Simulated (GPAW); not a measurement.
# Si L₃ ELNES/XANES of SiO2 (Quartz, P3_121) from DFT, part 2 of 2

What does one-electron theory with a core hole give for the Si L₃ edge of SiO2 (Quartz, P3_121)?

GPAW 26.7.0; X-ray absorption from dipole matrix elements to empty bands, plane-wave PAW PBE.

So far. Step 2 (Ground state of the crystal): The mesh shows a gap of 6.01 eV, so the hole is first treated in a charged cell, without the excited electron.

### Step 4. Spectrum with FCH, Si atom 1

The holes are 4.9 Å apart. In GPAW the data set carries the hole's charge, so charge=0 means a charged cell and charge=-1 a neutral one. The excited electron is left out and a uniform background balances the charge. After the field has converged, empty bands are computed with the density fixed and the dipole matrix elements are summed.

The absorber has 4 O at 1.61 Å (tetrahedral, site symmetry 2).

The input, xas.py:

```python
import numpy as np
from ase import Atoms
from ase.parallel import parprint, paropen
from gpaw import GPAW, PW, FermiDirac, Mixer, MixerDif, setup_paths
from gpaw.test import gen
setup_paths.insert(0, '.')
gen('Si', name='fch2p', xcname='PBE', corehole=(2, 1, 1), write_xml=True)
from gpaw.mpi import world
world.barrier()

atoms = Atoms('Si3O6',
    cell=[[2.4579, -4.25720768, 0],
     [-2.4579, -4.25720768, 0],
     [0, 0, -5.4091]],
    scaled_positions=[[0, 0.5303, 0],
     [0.4697, 0, 0.33333333],
     [0.5303, 0.4697, 0.66666667],
     [0.5858, 0.1462, 0.54766667],
     [0.1462, 0.268, 0.21433333],
     [0.268, 0.5858, 0.881],
     [0.4142, 0.732, 0.45233333],
     [0.8538, 0.4142, 0.78566667],
     [0.732, 0.8538, 0.119]],
    pbc=True)
atoms.calc = calc = GPAW(legacy_gpaw=True, mode=PW(500), xc='PBE', setups={0: 'fch2p'},
    kpts={'size': (4, 4, 4), 'gamma': True}, occupations=FermiDirac(0.02),
    charge=0, mixer=Mixer(0.1, 5, 50), maxiter=150,
    convergence={'density': 0.0001}, txt='scf.txt')
energy = atoms.get_potential_energy() + calc.get_reference_energy()
ef = calc.get_fermi_level()
out = dict(energy=energy, fermi=ef, forces=atoms.get_forces().tolist())
parprint(f'all-electron energy {energy:.4f} eV, Fermi level {ef:.4f} eV')
ev = np.array([[calc.get_eigenvalues(k, s) for k in range(len(calc.get_ibz_k_points()))] for s in range(calc.get_number_of_spins())])
out['homo'], out['lumo'], out['counts'] = ev[ev < ef].max(), ev[ev > ef].min(), sorted(set((ev < ef).sum((0, 2)).tolist()))
out['filled'] = (ev[:, 0] < ef).sum(1).tolist()

from ase.units import Ha
from gpaw.xas import dipole_matrix_elements
nb = int(calc.get_number_of_electrons() / 2) + 70
top, nb = nb, nb + 8 + nb // 12
nscf = calc.fixed_density(kpts={'size': (5, 5, 4), 'gamma': True}, nbands=nb,
    convergence={'bands': top, 'eigenstates': 1e-5}, maxiter=60, txt='nscf.txt')
cell = atoms.cell.array
ops = [cell.T @ U.T @ np.linalg.inv(cell.T) for U in nscf.wfs.kd.symmetry.op_scc]
filled = [24]  # bands filled in the ground state, by spin
E = np.arange(-6, 34, 0.1)
fwhm = np.interp(E, [4, 25], [0.9, 3.5])
Y, X, zero, highest = 0, 0, 1e9, 1e9
for spin in range(nscf.get_number_of_spins()):
    wfs = nscf.wfs
    A = dipole_matrix_elements(wfs.setups[0])
    eps = np.zeros((wfs.kd.nibzkpts, nb))
    d = np.zeros((3, A.shape[1], wfs.kd.nibzkpts, nb), complex)
    for kpt in wfs.kpt_u:
        if kpt.s == spin and 0 in kpt.P_ani:
            eps[kpt.k] = kpt.eps_n * Ha
            d[:, :, kpt.k] = (kpt.weight * wfs.nspins / 2) ** 0.5 * np.inner(A, kpt.P_ani[0])
    world.sum(eps)
    world.sum(d)
    T = np.einsum('amkn,bmkn->abkn', d, d.conj()).real
    T = sum(np.einsum('ai,ijkn,bj->abkn', R, T, R) for R in ops) / len(ops)
    empty = np.ones_like(eps, bool) & (np.arange(nb) >= filled[spin])
    zero, highest = min(zero, eps[empty].min()), min(highest, eps[:, top - 1].min())
    lines = [(eps, T, empty)] if spin == 0 else lines + [(eps, T, empty)]
for eps, T, empty in lines:
    f = np.einsum('aakn->akn', T).reshape(3, -1)
    x = eps.ravel() - zero
    w = np.interp(x, E, fwhm) / 2.35482
    g = np.exp(-0.5 * ((E[:, None] - x) / w) ** 2) / (w * (2 * np.pi) ** 0.5)
    Y = Y + (f * empty.ravel()) @ g.T
    X = X + (f * ~empty.ravel()) @ g.T
out.update(E=E.round(2).tolist(), xas=Y.tolist(), xes=X.tolist(), zero=zero, valid=highest - zero, nk=len(eps), nb=nb)
for i in range(0, len(E), 10):
    parprint(f'{E[i]:7.2f}', *(f'{v:10.3e}' for v in Y[:, i]))
import json
with paropen('out.json', 'w') as f:
    json.dump(out, f)
```

The run is started by

```console
$ OMP_NUM_THREADS=1 mpirun -n 2 gpaw python xas.py
```

Numbers of over 12 decimals in the logs are rounded to 6 here.

The program printed:

```text
Input parameters:
  convergence: {density: 0.0001}
  kpts: {gamma: True,
         size: (4, 4, 4)}
  maxiter: 150
  mixer: {backend: pulay,
          beta: 0.1,
          method: separate,
          nmaxold: 5,
          weight: 50}
  mode: {ecut: 500.0,
         name: pw}
  occupations: {fixmagmom: False,
                name: fermi-dirac,
                width: 0.02}
  setups: {0: fch2p}
  xc: PBE

Initialize ...

[... PAW data sets ...]

Reference energy: -35794.101572  # eV

Spin-paired calculation

[... convergence settings ...]
Symmetries present (total): 2
  [... symmetry matrices ...]

64 k-points: 4 x 4 x 4 Monkhorst-Pack grid + [1/8,1/8,1/8]
24 k-points in the irreducible part of the Brillouin zone
       k-points in crystal coordinates                weights
   0:     0.00000000    0.00000000    0.00000000          1/64
   1:     0.00000000    0.00000000    0.25000000          2/64
   2:     0.00000000    0.00000000    0.50000000          1/64
   3:     0.25000000    0.00000000   -0.25000000          2/64
   4:     0.25000000    0.00000000    0.00000000          2/64
   5:     0.25000000    0.00000000    0.25000000          2/64
   6:     0.25000000    0.00000000    0.50000000          2/64
   7:     0.25000000    0.25000000   -0.25000000          4/64
   8:     0.25000000    0.25000000    0.00000000          4/64
   9:     0.25000000    0.25000000    0.25000000          4/64
          ...
  23:     0.50000000    0.50000000    0.50000000          2/64

Wave functions: Plane wave expansion
  Cutoff energy: 500.000 eV
  Number of coefficients (min, max): 2840, 2894
  Pulay-stress correction: 0.000000 eV/Ang^3 (de/decut=0.000000)
  Using FFTW library
  Wavefunction extrapolation:
    Improved wavefunction reuse through dual PAW basis

Occupation numbers: Fermi-Dirac:
  width: 0.0200  # eV

Eigensolver
   Davidson(niter=2)

Densities:
  Coarse grid: 27*27*28 grid
  Fine grid: 54*54*56 grid
  Total Charge: 1.000000

Density mixing:
  Method: separate
  Backend: pulay
  Linear mixing parameter: 0.1
  old densities: 5
  Width of damping distribution: 1.1
  Damping of long wavelength oscillations: 50

[... Hamiltonian set-up ...]
Number of atoms: 9
Number of atomic orbitals: 36
Number of bands in calculation: 33
Number of valence electrons: 48
Bands to converge: occupied

... initialized

Initializing position-dependent things.

Density initialized from atomic densities
Creating initial wave functions:
  33 bands from LCAO basis set

          Si
             O
                 Si

          O     O
          O
             Si
           O
              O

Atomic positions and initial magnetic moments

Positions:
   0 Si    -1.303424   -2.257597    0.000000    ( 0.0000,  0.0000,  0.0000)
   1 Si     1.154476   -1.999610   -1.803033    ( 0.0000,  0.0000,  0.0000)
   2 Si     0.148949   -4.257208   -3.606067    ( 0.0000,  0.0000,  0.0000)
   3 O      1.080493   -3.116276   -2.962384    ( 0.0000,  0.0000,  0.0000)
   4 O     -0.299372   -1.763335   -1.159350    ( 0.0000,  0.0000,  0.0000)
   5 O     -0.781121   -3.634804   -4.765417    ( 0.0000,  0.0000,  0.0000)
   6 O     -0.781121   -4.879611   -2.446716    ( 0.0000,  0.0000,  0.0000)
   7 O      1.080493   -5.398139   -4.249750    ( 0.0000,  0.0000,  0.0000)
   8 O     -0.299372   -6.751080   -0.643683    ( 0.0000,  0.0000,  0.0000)

Unit cell:
           periodic     x           y           z      points  spacing
  1. axis:    yes    2.457900   -4.257208    0.000000    27     0.1577
  2. axis:    yes   -2.457900   -4.257208    0.000000    27     0.1577
  3. axis:    yes    0.000000    0.000000   -5.409100    28     0.1932

  Lengths:   4.915800   4.915800   5.409100
  Angles:   90.000000  90.000000  60.000000

Effective grid spacing dv^(1/3) = 0.1770

iter:   1   -87.374062
iter:   2   -84.126765   -1.22  -0.74
iter:   3   -80.471054   -0.84  -0.84
iter:   4   -80.620795   -1.99  -1.23
iter:   5   -80.737197   -2.07  -1.42
iter:   6   -80.705952   -2.77  -2.08
iter:   7   -80.690448   -3.47  -2.14
iter:   8   -80.690477c  -3.73  -2.57
iter:   9   -80.689354c  -4.10  -2.76
iter:  10   -80.689177c  -5.20  -3.07
iter:  11   -80.689173c  -6.25  -3.54
iter:  12   -80.689165c  -6.59  -3.59
iter:  13   -80.689164c  -6.53  -3.67
iter:  14   -80.689164c  -7.04  -3.91
iter:  15   -80.689165c  -7.09  -4.01c
iter:  16   -80.689165c  -7.87c -4.20c

Converged after 16 iterations.

Dipole moment: (0.022900, 0.039664, 0.000000) |e|*Ang

Energy contributions relative to reference atoms: (reference = -35794.101572)

Kinetic:        +41.794191
Potential:      -49.463565
External:        +0.000000
XC:             -72.576292
Entropy (-ST):   -0.000000
Local:           -0.443499
SIC:             +0.000000
--------------------------
Free energy:    -80.689165
Extrapolated:   -80.689165

Showing only first 2 kpts
 Kpt  Band  Eigenvalues  Occupancy
  0    22      0.79446    2.00000
  0    23      1.47111    2.00000
  0    24      7.05124    0.00000
  0    25      9.51931    0.00000

  1    22      1.06643    2.00000
  1    23      1.55524    2.00000
  1    24      7.59296    0.00000
[...]
Fermi level: 2.42515

Gap: 5.406 eV
Transition (v -> c):
  (s=0, k=14, n=23, [0.50, 0.00, 0.00]) -> (s=0, k=0, n=24, [0.00, 0.00, 0.00])
Direct/indirect transitions are different
Direct gap: 5.580 eV
Transition at: (s=0, k=0, n=23, [0.00, 0.00, 0.00])

Forces in eV/Ang:
  0 Si    0.00614    0.01064    0.00000
  1 Si    0.56707    0.20568   -2.11129
  2 Si   -0.10541    0.59394    2.11129
  3 O     0.41443   -0.09833   -0.28679
  4 O    -2.45993    0.03697    1.80188
  5 O    -1.64446    1.65142   -2.11133
  6 O    -0.29237    0.30974    0.28679
  7 O     1.26198   -2.11188   -1.80188
  8 O     2.25240   -0.59843    2.11133
Scalar-relativistic atomic PBE calculation for Si (Silicon, Z=14)
Core hole in 2p state (2p occupation: 5.0)
450 radial gridpoints.
|------------------------------------------------|
|------------------------------------------------|
[... the atom generator's iteration count ...]

Energy contributions:
-------------------------
Kinetic:     +286.495290
XC:           -19.596916
Potential:   -552.672104
-------------------------
Total:       -285.773729

state      eigenvalue         ekin         rmax
-----------------------------------------------
1s^2.0 :   -67.076910    92.835347        0.073
2s^2.0 :    -6.178163    13.891102        0.448
2p^5.0 :    -4.605097    13.071500        0.379
3s^2.0 :    -0.819267     2.172807        1.618
3p^2.0 :    -0.516511     1.669639        1.807
-----------------------------------------------
(units: Bohr and Hartree)

Generating PAW setup
Kinetic energy of the core from tauc = 279.424841
Cutoffs:
rc(s)=2.000
rc(p)=2.000
rc(d)=2.000
rc(vbar)=1.800
rc(comp)=2.000
rc(nct)=2.000

Kinetic energy of the core states: 278.810398
Charge: 1.0
Core electrons: 9.0
Valence electrons: 4.0
Pseudo-core charge: 0.095962
Shape function alpha=2.500
Pseudo-electron charge 4.478302
state    eigenvalue         norm
--------------------------------
3s(2) :    -0.819267     1.181170
*s    :     0.180733
3p(2) :    -0.516511     1.010000
*p    :     0.483489
*d    :     0.000000
--------------------------------

Diagonalizing with gridspacing h=0.050

state   all-electron     PAW
-------------------------------
3s:      -0.819267    -0.819503
3p:      -0.516511    -0.516773
*d:                   -0.154509
*f:                   -0.020629
-------------------------------
all-electron energy -35874.7907 eV, Fermi level 2.4251 eV
[...]
31.00  2.098e-03  2.080e-03  2.179e-03
  32.00  1.975e-03  1.950e-03  2.053e-03
  33.00  1.816e-03  1.773e-03  1.830e-03
```

Run time: 1.9 min. Hardware: 2 MPI ranks of Arm Neoverse V2, shared host; peak memory 0.37 GiB; 3.7 min of CPU time.

The Si L₃ spectrum, Si atom 1, full core hole (charged cell) (energy from the lowest empty level; intensity scaled to a mean of 1 over the first 20 eV; polarised curves are means over the symmetry-equivalent atoms):

| E (eV) | isotropic | ε ⊥ c | ε ∥ c |
| --- | --- | --- | --- |
| -2.0 | 0.00 | 0.00 | 0.00 |
| -0.5 | 0.00 | 0.00 | 0.01 |
| 1.0 | 0.48 | 0.48 | 0.47 |
| 2.5 | 1.59 | 1.65 | 1.49 |
| 4.0 | 0.72 | 0.67 | 0.82 |
| 5.5 | 0.65 | 0.66 | 0.64 |
| 7.0 | 0.67 | 0.65 | 0.72 |
| 8.5 | 1.48 | 1.55 | 1.34 |
| 10.0 | 1.35 | 1.32 | 1.39 |
| 11.5 | 0.80 | 0.71 | 0.99 |
| 13.0 | 0.69 | 0.69 | 0.69 |
| 14.5 | 0.79 | 0.86 | 0.65 |
| 16.0 | 0.97 | 0.99 | 0.92 |
| 17.5 | 1.20 | 1.19 | 1.22 |
| 19.0 | 1.47 | 1.45 | 1.51 |
| 20.5 | 1.57 | 1.55 | 1.60 |
| 22.0 | 1.49 | 1.47 | 1.52 |
| 23.5 | 1.36 | 1.34 | 1.40 |
| 25.0 | 1.32 | 1.31 | 1.33 |
| 26.5 | 1.29 | 1.31 | 1.24 |
| 28.0 | 1.20 | 1.23 | 1.15 |
| 29.5 | 1.12 | 1.12 | 1.10 |

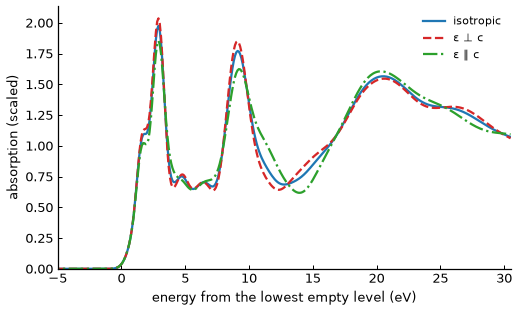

The Si L₃ edge, Si atom 1, full core hole (charged cell): main maxima at 2.9, 9.1 and 20.5 eV.

Main maxima below 24 eV (height): 2.9 eV (1.98), 4.7 eV (0.75), 9.1 eV (1.77) and 20.5 eV (1.57). At an L edge the dipole rule allows s and d final states: the first features are the absorber's empty s states, and d weight takes over some eV higher.

The hole costs E(hole) − E(ground) = 98.29 eV, and the lowest empty level of the hole cell on the spectrum's mesh lies at 7.05 eV, which puts the zero at 105.34 eV. Two terms are added: -0.84 eV, since the hole is spin-paired here and a spin-polarised one costs that much less in the free atom (computed apart); −0.20 eV, a third of the tabulated L₂–L₃ splitting, since the scalar-relativistic hole is their mean. The photon energy is then 104.30 eV. The tabulated edge of the element is 99.2 eV. The functional and the charged cell's background leave an error of a few eV in such absolute values.

### Step 5. Excitation energy, Si atom 1

With the excited electron kept in the cell the system stays neutral, and the energy difference is an excitation energy by itself. In a small cell that electron takes up a good share of the lowest empty band, or all of one, which shifts the value from the true onset.

Changed against the first core-hole run: core hole to XCH, with the smearing that suits a partly filled band.

The input, scf.py:

```python
import numpy as np
from ase import Atoms
from ase.parallel import parprint, paropen
from gpaw import GPAW, PW, FermiDirac, Mixer, MixerDif, setup_paths
from gpaw.test import gen
setup_paths.insert(0, '.')
gen('Si', name='fch2p', xcname='PBE', corehole=(2, 1, 1), write_xml=True)
from gpaw.mpi import world
world.barrier()

atoms = Atoms('Si3O6',
    cell=[[2.4579, -4.25720768, 0],
     [-2.4579, -4.25720768, 0],
     [0, 0, -5.4091]],
    scaled_positions=[[0, 0.5303, 0],
     [0.4697, 0, 0.33333333],
     [0.5303, 0.4697, 0.66666667],
     [0.5858, 0.1462, 0.54766667],
     [0.1462, 0.268, 0.21433333],
     [0.268, 0.5858, 0.881],
     [0.4142, 0.732, 0.45233333],
     [0.8538, 0.4142, 0.78566667],
     [0.732, 0.8538, 0.119]],
    pbc=True)
atoms.calc = calc = GPAW(legacy_gpaw=True, mode=PW(500), xc='PBE', setups={0: 'fch2p'},
    kpts={'size': (4, 4, 4), 'gamma': True}, occupations=FermiDirac(0.04),
    charge=-1, mixer=Mixer(0.1, 5, 50), maxiter=150,
    convergence={'density': 0.0001}, txt='scf.txt')
energy = atoms.get_potential_energy() + calc.get_reference_energy()
ef = calc.get_fermi_level()
out = dict(energy=energy, fermi=ef, forces=atoms.get_forces().tolist())
parprint(f'all-electron energy {energy:.4f} eV, Fermi level {ef:.4f} eV')
ev = np.array([[calc.get_eigenvalues(k, s) for k in range(len(calc.get_ibz_k_points()))] for s in range(calc.get_number_of_spins())])
out['homo'], out['lumo'], out['counts'] = ev[ev < ef].max(), ev[ev > ef].min(), sorted(set((ev < ef).sum((0, 2)).tolist()))
out['filled'] = (ev[:, 0] < ef).sum(1).tolist()
import json
with paropen('out.json', 'w') as f:
    json.dump(out, f)
```

The run is started by

```console
$ OMP_NUM_THREADS=1 mpirun -n 2 gpaw python scf.py
```

The program printed:

```text
Input parameters:
  charge: -1
  convergence: {density: 0.0001}
  kpts: {gamma: True,
         size: (4, 4, 4)}
  maxiter: 150
  mixer: {backend: pulay,
          beta: 0.1,
          method: separate,
          nmaxold: 5,
          weight: 50}
  mode: {ecut: 500.0,
         name: pw}
  occupations: {fixmagmom: False,
                name: fermi-dirac,
                width: 0.04}
  setups: {0: fch2p}
  xc: PBE

[...]
--------------------------------
3s(2) :    -0.819267     1.181170
*s    :     0.180733
3p(2) :    -0.516511     1.010000
*p    :     0.483489
*d    :     0.000000
--------------------------------

Diagonalizing with gridspacing h=0.050

state   all-electron     PAW
-------------------------------
3s:      -0.819267    -0.819503
3p:      -0.516511    -0.516773
*d:                   -0.154509
*f:                   -0.020629
-------------------------------
all-electron energy -35866.5586 eV, Fermi level 8.8304 eV
[key lines of the parts left out:]
Converged after 15 iterations.
Dipole moment: (-0.006137, -0.010629, 0.000000) |e|*Ang
Free energy:    -72.465021
Fermi level: 8.83040
```

Wall time 27 s (2 MPI ranks); peak memory 0.23 GiB.

The total-energy difference is 106.53 eV. With the free-atom terms of -1.04 eV for this edge, the photon energy is 105.48 eV.

### Step 6. What came out

```
absorber and edge                               : Si L₃, atom 1 of the ground-state input (counted from 1)
surroundings                                    : 4 O at 1.61 Å (tetrahedral, site symmetry 2)
highest intensity below 16 eV                   : 2.9 eV above the zero, height 1.98
photon energy of the zero, with the added terms : 104.3 eV (raw 105.3 eV; uncertain by a few eV)
```

**Reading.** The Si L₃ edge of atom 1, with 4 O at 1.61 Å (tetrahedral, site symmetry 2), has its highest intensity of the first 16 eV at 2.9 eV above the zero, near 107 eV in photon energy (uncertain by a few eV), 2.0 times the mean level of the first 20 eV (Gaussian full width 0.9 eV up to 4 eV, rising linearly to 3.5 eV at 25 eV). The neutral-cell energy lies +1.2 eV from the charged-cell zero, a gap made of the charged-cell error and of where the added electron settles. At the Si L₃ edge of atom 1 polarisation matters most near 11.3 eV, where the curves differ by 0.3 on this scale. Only the L₃ part is meant: spin–orbit coupling of the core level isn't computed and the L₂ copy isn't added. The holes are only 4.9 Å apart, so the shape is probably not converged with cell size; no larger cell was run here. The mesh is coarse (0.30 Å⁻¹ between points), so small maxima may be mesh ripples. Lifetime broadening is put in by hand, and intensities beyond about 20 eV depend on it and on the partial waves. The structure is a published determination, not relaxed.

[Banner, clock and machine lines of the logs are left out without a mark of their own.]

[Logs are printed without paths, hosts, clocks, repeated set-up lines and the standing remarks that a program may print on its own settings, such as how far it seeks lower states.]

[Hosts, paths, dates, database ids (printed as entryN), source tags and the programs' standing remarks are cut or masked in the printed files.]

[Lists of maxima count a maximum above −3 eV only where it reaches 4 % of the highest in the window and stands out from its surroundings by 2 % of it (1.5 % where it reaches 55 %); shoulders and weaker maxima are passed over, and of the rest the first, up to two pre-edge ones and the few strongest are named.]
